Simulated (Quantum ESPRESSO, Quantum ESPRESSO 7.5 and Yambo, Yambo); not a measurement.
**Beyond one shot: InP (F-43m)**

Aim: iterate the self-energy on InP (F-43m) and follow the gap from cycle to cycle.

Method: PBE and many-body steps on it, plane waves, in Quantum ESPRESSO 7.5 and Yambo 5.3.0.

The database entry behind the starting cell differs from later determinations by our own check (0.1 to 0.3 % short, probably kX units), so it need not match the best structure at ambient conditions.

## Step 1: The structure

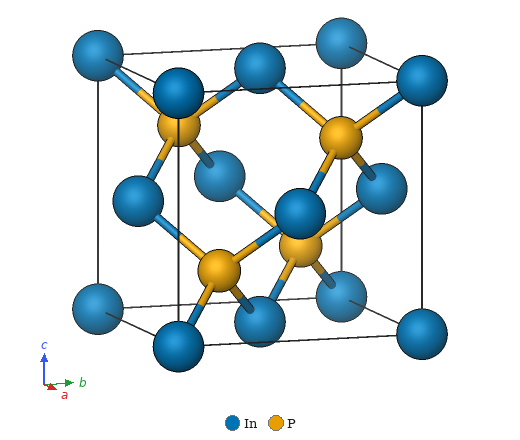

Start, viewed slightly off an axis; indium blue, phosphorus orange. This picture shows the conventional cell, with its axes. Bonds to atoms that aren't drawn are left out. Some periodic images of atoms are drawn too.

The cell and positions come from the Crystallography Open Database and are kept as given unless a step says otherwise.

## Step 2: Empty states on the mesh, 4×4×4 mesh, 127 bands

This step: Quantum ESPRESSO 7.5; DFT, PBE, plane waves, norm-conserving pseudopotentials.

The sums over transitions need many empty states on a uniform mesh; this step solves for them.

pw.in

```
&control
  calculation = 'nscf'
  prefix = 'x'
  outdir = 'o'
  pseudo_dir = 'pseudo'
/
&system
  ibrav = 0
  nat = 2
  ntyp = 2
  ecutwfc = 80.0
  nbnd = 127
  force_symmorphic = .true.
/
&electrons
  conv_thr = 1e-9
  electron_maxstep = 80
  diago_full_acc = .true.
  diago_thr_init = 5e-6
/
ATOMIC_SPECIES
  In 114.82 In.upf
  P 30.974 P.upf
CELL_PARAMETERS angstrom
  -0.0000000000 2.9305000000 2.9305000000
  2.9305000000 -0.0000000000 2.9305000000
  2.9305000000 2.9305000000 -0.0000000000
ATOMIC_POSITIONS crystal
  In 0.0000000000 0.0000000000 0.0000000000
  P 0.2500000000 0.2500000000 0.2500000000
K_POINTS automatic
  4 4 4 0 0 0
```

Launch:

```
> OMP_NUM_THREADS=1 mpirun -n 4 pw.x -nk 4 -in pw.in > pw.out
```

Output:

```text
Program PWSCF v.7.5 starts

     This program is part of the open-source Quantum ESPRESSO suite
     for quantum simulation of materials; please cite
         "P. Giannozzi et al., J. Phys.:Condens. Matter 21 395502 (2009);
         "P. Giannozzi et al., J. Phys.:Condens. Matter 29 465901 (2017);
         "P. Giannozzi et al., J. Chem. Phys. 152 154105 (2020);
     in publications or presentations arising from this work. More details at

     Atomic positions and unit cell read from directory:
     o/x.save/

     Message from routine setup:
[...]
64.6026  66.9414  66.9414  66.9954  67.2391  67.2391  68.3617  69.0360
     [... 4 further rows ...]
    92.1277  92.1277  92.7225  92.7225  94.6312  94.8346  94.8346  95.0987
    95.6301  95.6301  97.1271  97.1271  98.0364  98.5280  99.2071

          k = 0.3536 0.0000 0.0000 (  4088 PWs)   bands (ev):

     [... further k-points ...]

     highest occupied, lowest unoccupied level (ev):     8.3155    9.0235

     XML data file, pseudopotentials, collected wavefunctions

=------------------------------------------------------------------------------=
   JOB DONE.
=------------------------------------------------------------------------------=
```

Run time: 9.2 s. Hardware: 4 MPI ranks of Arm Neoverse V1, shared host; peak memory 0.38 GiB; 37 s of CPU time.

Numbers from this step:

```
gap                                                           : 0.7080 eV
k of the valence top                                          : 0, 0, 0
k of the conduction bottom                                    : 0, 0, 0
least direct gap                                              : 0.7080 eV
k points computed                                             : 8
lowest point of the top converged band, above the valence top : 89.2513 eV
```

On this mesh the gap is 0.708 eV.

The density comes from a self-consistent run that is not shown.

## Step 3: Conversion and set-up

This step: Yambo 5.3.0; conversion and set-up on PBE, plane waves, norm-conserving pseudopotentials.

The states are converted to the many-body program's format and the q mesh is built.

Launch:

```
> (cd o/x.save; p2y > p2y.log; mv SAVE ../..); yambo > setup.log
```

Output:

```text
 Yambo, version 5.3.0

 [02] CORE Variables Setup
 =========================

  [02.01] Unit cells
  ==================

  Cell kind             :  FCC
  Atoms in the cell     :  In  P
  number of In atoms    :  1
  number of P  atoms    :  1

  List of atomic masses
  Mass of In    :  114.8200
  Mass of P     :  30.97400

  List of atomic coordinates    : [cc]
  In1       :  0.000000  0.000000  0.000000  order 1
  P1       :  2.768921  2.768921  2.768921  order 2

  Alat factors          :  5.537842  5.537842  5.537842 [a.u.]
  Direct lattice volume :  339.6658 [a.u.]
[...]
==========================================

 IBZ Q-points                                      :   8
 BZ  Q-points                                      :   64

 K/Q-points units:
 rlu = crystal or reduced units; cc = cartesian coordinates; iku = interal k-units

 Q [1]          [rlu]:  0.000000  0.000000  0.000000
 Q [2]          [rlu]:  0.54193E-16  0.26437E-16  0.25000
 Q [3]          [rlu]: -0.10839E-15 -0.52875E-16 -0.50000
[...]
Q [7]          [rlu]: -0.17475E-18 -0.50000     -0.50000
 Q [8]          [rlu]:  0.250000 -0.500000 -0.250000

  [03.01] X indexes
  =================

   [03.01.01] Sigma indexes
   ========================

 [06] Game Over & Game summary
```

It took 2.8 s on 1 MPI rank; peak memory 0.25 GiB.

## Step 4: G0W0

G0W0 replaces the xc potential by the self-energy, built once from these orbitals. Only a window of levels is corrected, while the sums run over the empty bands that the input names.

This step: G0W0 on PBE, plane waves, norm-conserving pseudopotentials.

gw1.in

```
HF_and_locXC
gw0
dyson
ppa
em1d
rim_cut
RandQpts= 1000000
RandGvec= 1 RL
EXXRLvcs= 80 Ry
VXCRLvcs= 320 Ry
Chimod= "HARTREE"
% BndsRnXp
 1 | 127 |
%
NGsBlkXp= 14.5 Ry
% LongDrXp
 1 | 1 | 1 |
%
% GbndRnge
 1 | 127 |
%
DysSolver= "n"
ExtendOut
PPAPntXp= 27.21138 eV
% QPkrange
 1 | 8 | 10 | 17 |
%
```

Launch:

```
> OMP_NUM_THREADS=1 mpirun -n 4 yambo -F gw1.in -J gw1 -C gw1 > gw1.log
```

Output:

```text
 Yambo, version 5.3.0

 [02] CORE Variables Setup
 =========================

  [... cell, symmetries and grids as in the set-up ...]

  [02.05] Energies & Occupations
  ==============================

  [X] === General ===
  [X] Electronic Temperature                        :  0.000000  0.000000 [eV K]
  [X] Bosonic    Temperature                        :  0.000000  0.000000 [eV K]
  [X] Finite Temperature mode                       : no
  [X] El. density                                   :  0.51656E+24 [cm-3]
  [X] Fermi Level                                   :  8.315509 [eV]

  [X] === Gaps and Widths ===
  [X] Conduction Band Min                           :  0.707977 [eV]
  [X] Valence Band Max                              :  0.000000 [eV]
  [X] Filled Bands                                  :  13
  [X] Empty Bands                                   :   14  127
  [X] Direct Gap                                    :  0.707977 [eV]
  [X] Direct Gap localized at k                     :  1
  [X] Indirect Gap                                  :  0.707977 [eV]
  [X] Indirect Gap between kpts                     :  1  1
  [X] Last valence band width                       :  2.910393 [eV]
  [X] 1st conduction band width                     :  3.584950 [eV]

 [03] Transferred momenta grid and indexing
 ==========================================

 IBZ Q-points                                      :   8
 BZ  Q-points                                      :   64

 K/Q-points units:
 rlu = crystal or reduced units; cc = cartesian coordinates; iku = interal k-units

 Q [1]          [rlu]:  0.000000  0.000000  0.000000
 Q [2]          [rlu]:  0.54193E-16  0.26437E-16  0.25000
 Q [3]          [rlu]: -0.10839E-15 -0.52875E-16 -0.50000
 Q [4]          [rlu]:  0.87374E-19  0.25000      0.25000
 Q [5]          [rlu]:  0.23853E-16  0.25000      0.50000
 Q [6]          [rlu]:  0.44978E-16  0.25000     -0.25000
 Q [7]          [rlu]: -0.17475E-18 -0.50000     -0.50000
 Q [8]          [rlu]:  0.250000 -0.500000 -0.250000

 [04] Coloumb potential Random Integration (RIM)
 ===============================================

  [04.01] RIM initialization
  ==========================

  * Diagonal components only detected *

  8 x (sBL volume)        :  0.091285 [a.u.]
  sBZ random points       :  1000000
  Points outside the sBZ  :   7999624
  RL volume               :  0.730277 [a.u.]
  Integrated volume       :  0.730312 [a.u.]

  [04.02] RIM integrals
  =====================

  Gamma point sphere radius             :  0.081674 [a.u.]
  Points outside the sphere             :   799635
  [Int_sBZ(q=0) 1/q^2]*(Vol_sBZ)^(-1/3) =:  7.763403
                                 should be <:  7.795600

  Summary of Coulomb integrals for non-metallic bands |Q|[au] RIM/Bare

  Q [1] 0.100000E-4 0.995870 * Q [2] 0.245646 1.064378
  Q [4] 0.283648 1.062979 * Q [6] 0.401138 1.025806
  Q [5] 0.470377 1.018843 * Q [3] 0.491292 1.016674
  Q [7] 0.567295 1.013309 * Q [8] 0.634256 1.010147

 [05] Dipoles
 ============

  [05.01] Setup: observables and procedures
  =========================================

 [06] Dynamic Dielectric Matrix (PPA)
 ====================================

 [WR./gw1//ndb.pp]---------------------------------------------------------------
  Brillouin Zone Q/K grids (IBZ/BZ)                :    8   64    8   64
  RL vectors                                       :   5029 [WF]
  Coulomb cutoff potential                         : none
  Electronic Temperature                           :  0.000000 [K]
  Bosonic    Temperature                           :  0.000000 [K]
  PPA    diel. fun.  energies                      : Perdew, Burke & Ernzerhof(X)+Perdew, Burke & Ernzerhof(C)
  wavefunctions                                    : Perdew, Burke & Ernzerhof(X)+Perdew, Burke & Ernzerhof(C)
  Global Gauge                                     : length
  X matrix size                                    :   331
  X band range                                     :    1  127
  X e/h energy range                               : -1.000000 -1.000000 [eV]
  X Time ordering                                  : R
  X Hxc Kernel                                     : HARTREE
  X Drude frequency                                :  0.000000  0.000000
  X poles                                          :  100.0000 [o/o]
  RL vectors in the sum                            :   5029
  [r,Vnl] included                                 : yes
  Field direction                                  :  0.577350E-5  0.577350E-5  0.577350E-5
  BZ energy Double Grid                            : no
  BZ energy DbGd points                            : 0
  BZ Q point size factor                           : -1.000000
  X Optical Averaged directions                    : none

 [07] Local Exchange-Correlation + Non-Local Fock
 ================================================

 [VXC] Plane waves :   32743
 [EXS] Plane waves :   4279

 QP @ state[ 1 ] K range:   1   8
 QP @ state[ 1 ] b range:  10  17

 [xc] Functional : Perdew, Burke & Ernzerhof(X)+Perdew, Burke & Ernzerhof(C)
 [xc] LIBXC used to calculate xc functional
  PP Number of Atomic Species                      :  2
  NLCC RL compoments                               :   32743
  PP Number of Atomic Species                      :  2
  NLCC RL compoments                               :   32743

 [xc] E_xc :  -18.18792 [Ha]
      E_xc :  -36.37585 [Ry]

  Local XC kind (lXC) : Perdew, Burke & Ernzerhof(X)+Perdew, Burke & Ernzerhof(C)
  Non-Local XC kind (nlXC) : Hartree-Fock

  Corrections @ K [1] :  [eV]
 <10|nlXC|10> = -18.56657  0.23186E-16 <10|lXC|10> = -11.66644 -0.18231E-21
 <11|nlXC|11> = -14.71827  0.62764E-17 <11|lXC|11> = -12.92330 -0.18882E-15
 <12|nlXC|12> = -14.71822  0.48328E-18 <12|lXC|12> = -12.92330  0.48689E-24
 <13|nlXC|13> = -14.71818  0.17790E-16 <13|lXC|13> = -12.92330 -0.18882E-15
 <14|nlXC|14> = -7.794564  0.29169E-17 <14|lXC|14> = -11.72809 -0.47175E-16
 <15|nlXC|15> = -6.368378  0.14945E-17 <15|lXC|15> = -10.79037  0.11367E-19
[...]
Corrections @ K [2] :  [eV]
[...]
Corrections @ K [3] :  [eV]
[...]
Corrections @ K [4] :  [eV]
[...]
Corrections @ K [5] :  [eV]
[...]
[... 2 further k-points ...]
  Corrections @ K [8] :  [eV]
[...]
<15|nlXC|15> = -7.341169 -0.19936E-17 <15|lXC|15> = -12.30330  0.23606E-16
 <16|nlXC|16> = -5.400697 -0.13147E-17 <16|lXC|16> = -10.33080 -0.11781E-15
 <17|nlXC|17> = -5.110552 -0.69564E-21 <17|lXC|17> = -9.665238  0.35405E-16

  [07.01] Hartree-Fock occupations report
  =======================================

  [Hartree-Fock] === General ===
  [Hartree-Fock] Electronic Temperature             :  0.000000  0.000000 [eV K]
  [Hartree-Fock] Bosonic    Temperature             :  0.000000  0.000000 [eV K]
  [Hartree-Fock] Finite Temperature mode            : no
  [Hartree-Fock] El. density                        :  0.51656E+24 [cm-3]
  [Hartree-Fock] Fermi Level                        :  8.315509 [eV]

  [Hartree-Fock] === Gaps and Widths ===
  [Hartree-Fock] Conduction Band Min                :  4.641506 [eV]
  [Hartree-Fock] Valence Band Max                   : -1.794878 [eV]
  [Hartree-Fock] Filled Bands                       :  13
  [Hartree-Fock] Empty Bands                        :   14  127
  [Hartree-Fock] Direct Gap                         :  6.436384 [eV]
  [Hartree-Fock] Direct Gap localized at k          :  1
  [Hartree-Fock] Indirect Gap                       :  6.436384 [eV]
  [Hartree-Fock] Indirect Gap between kpts          :  1  1
  [Hartree-Fock] Last valence band width            :  3.836631 [eV]
  [Hartree-Fock] 1st conduction band width          :  3.785641 [eV]

 [08] Dyson equation: Newton solver
 ==================================

  [08.01] G0W0 (W PPA)
  ====================

  [  GW  ] Bands range     :    1  127
  [GW/PPA] G damping       :  0.100000 [eV]

  QP @ state[ 1 ] K range:   1   8
  QP @ state[ 1 ] b range:  10  17

   Sc/G bands                                       :    1  127
   Sc/G damping                                     :  0.100000 ev
   Sc bands terminator                              : no
   Sx RL components                                 :   4279

   QP @ state[ 1 ] K range                          :   1   8
   QP @ state[ 1 ] b range                          :  10  17
   GF energies kind                                 : Perdew, Burke & Ernzerhof(X)+Perdew, Burke & Ernzerhof(C)
   GF WF`s kind                                     : Perdew, Burke & Ernzerhof(X)+Perdew, Burke & Ernzerhof(C)
   Xs energies kind                                 : Perdew, Burke & Ernzerhof(X)+Perdew, Burke & Ernzerhof(C)
   Xs WF`s kind                                     : Perdew, Burke & Ernzerhof(X)+Perdew, Burke & Ernzerhof(C)

 [11] Game Over & Game summary
```

Wall time 10 min (4 MPI ranks); peak memory 1.7 GiB; 42 min of CPU time.

Numbers from this step:

```
G0W0 gap on the mesh                         : 1.398 eV
starting gap on the mesh                     : 0.7080 eV
k of the valence top                         : 0, 0, 0
k of the conduction bottom                   : 0, 0, 0
least direct G0W0 gap on the computed points : 1.398 eV
Z at the valence top                         : 0.7808
Z at the conduction bottom                   : 0.7944
```

The gap on the mesh goes from 0.71 eV to 1.40 eV, a correction of +0.69 eV.

## Step 5: evGW0, cycle 1

This step: evGW0 on PBE, plane waves, norm-conserving pseudopotentials.

gw2.in, as its differences from gw1.in of step 4:

```diff
@@ -27 +27,2 @@
 %
+GfnQPdb= "E < ./gw1/ndb.QP"
```

Launch:

```
> OMP_NUM_THREADS=1 mpirun -n 4 yambo -F gw2.in -J gw2,gw1_W -C gw2 > gw2.log
```

Output:

```text
 Yambo, version 5.3.0

 [02] CORE Variables Setup
 =========================

  [... cell, symmetries and grids as in the set-up ...]

  [02.05] Energies & Occupations
  ==============================

  [X] === General ===
  [X] Electronic Temperature                        :  0.000000  0.000000 [eV K]
  [X] Bosonic    Temperature                        :  0.000000  0.000000 [eV K]
  [X] Finite Temperature mode                       : no
  [X] El. density                                   :  0.51656E+24 [cm-3]
  [X] Fermi Level                                   :  8.315509 [eV]

  [X] === Gaps and Widths ===
  [X] Conduction Band Min                           :  0.707977 [eV]
  [X] Valence Band Max                              :  0.000000 [eV]
  [X] Filled Bands                                  :  13
  [X] Empty Bands                                   :   14  127
  [X] Direct Gap                                    :  0.707977 [eV]
  [X] Direct Gap localized at k                     :  1
  [X] Indirect Gap                                  :  0.707977 [eV]
  [X] Indirect Gap between kpts                     :  1  1
  [X] Last valence band width                       :  2.910393 [eV]
  [X] 1st conduction band width                     :  3.584950 [eV]

 [03] Transferred momenta grid and indexing
 ==========================================

 IBZ Q-points                                      :   8
 BZ  Q-points                                      :   64

 K/Q-points units:
 rlu = crystal or reduced units; cc = cartesian coordinates; iku = interal k-units

 Q [1]          [rlu]:  0.000000  0.000000  0.000000
 Q [2]          [rlu]:  0.54193E-16  0.26437E-16  0.25000
 Q [3]          [rlu]: -0.10839E-15 -0.52875E-16 -0.50000
[...]
[G+QP] Indirect Gap                               :  1.398361 [eV]
  [G+QP] Indirect Gap between kpts                  :  1  1
  [G+QP] Last valence band width                    :  3.039036 [eV]
  [G+QP] 1st conduction band width                  :  3.396307 [eV]

  [coarse-grid] Minimum Bare Gap        [ev]:  0.707977
  [coarse-grid] Minimum Gap Correction  [ev]:  0.690384

  Eqp @ K [1]
  -113.3178  -72.4441  -72.4441  -72.4441  -14.0673  -14.0673  -14.0673  -13.9190
   -13.9190     -11.3252    -0.611954E-4 -0.252681E-4   0.00000      1.39836      4.87736      4.87742
    4.87731   9.27735  10.09867  10.09867  11.91320  11.91320  11.91320  14.60813
[...]
Eqp @ K [2]
[...]
Eqp @ K [3]
[...]
Eqp @ K [4]
[...]
Eqp @ K [5]
[...]
[... 2 further k-points ...]
  Eqp @ K [8]
[...]
6.80793  10.87082  11.94527  12.74133  12.75580  15.18065  17.41543  18.06612
   18.16868  18.29275  19.21794  19.70065  22.64625  24.62104  24.68007  25.13047

 [07] Dipoles
 ============

  [07.01] Setup: observables and procedures
  =========================================

 [08] Dynamic Dielectric Matrix (PPA)
 ====================================

   Sc/G bands                                       :    1  127
   Sc/G damping                                     :  0.100000 ev
   Sc bands terminator                              : no
   Sx RL components                                 :   4279

   QP @ state[ 1 ] K range                          :   1   8
   QP @ state[ 1 ] b range                          :  10  17
   GF energies kind                                 : Perdew, Burke & Ernzerhof(X)+Perdew, Burke & Ernzerhof(C)+ E < ./gw1/ndb.QP + @E Fit
   GF WF`s kind                                     : Perdew, Burke & Ernzerhof(X)+Perdew, Burke & Ernzerhof(C)
   Xs energies kind                                 : Perdew, Burke & Ernzerhof(X)+Perdew, Burke & Ernzerhof(C)
   Xs WF`s kind                                     : Perdew, Burke & Ernzerhof(X)+Perdew, Burke & Ernzerhof(C)

 [13] Game Over & Game summary
```

The job ended after 9.1 min (4 MPI ranks; peak memory 1.7 GiB).

This step gave:

- quasiparticle gap on the mesh: 1.466 eV
- gap of the density functional on the mesh: 0.7080 eV
- k of the valence top: 0, 0, 0
- k of the conduction bottom: 0, 0, 0
- least direct quasiparticle gap on the computed points: 1.466 eV
- Z at the valence top: 0.7832
- Z at the conduction bottom: 0.8018

Against G0W0 in Yambo (4×4×4 mesh, 127 bands, screening to 197.3 eV, Godby-Needs plasmon pole), the gap moves by +0.068 eV.

The program's own table gives 1.603 eV, which is too large where the input levels are shifted: this version takes Σc at the unshifted level E₀, yet steps from the shifted one. The value above is the Newton step from E₀, E₀ + Z(Σc + Σx − Vxc), rebuilt from the printed columns.

(Part 1 of 2 ends here.)

[Paths, hosts, dates, memory and timing lines, banners, echoed tables and standing remarks are left out of the program output.]

[Logs are printed without paths, hosts, clocks, repeated set-up lines and the standing remarks that a program may print on its own settings, such as how far it seeks lower states.]

[Runs of the session that timed out or met a known fault of the program may be left out.]

[Hosts, paths, dates, database ids (printed as entryN), source tags and the programs' standing remarks are cut or masked in the printed files.]
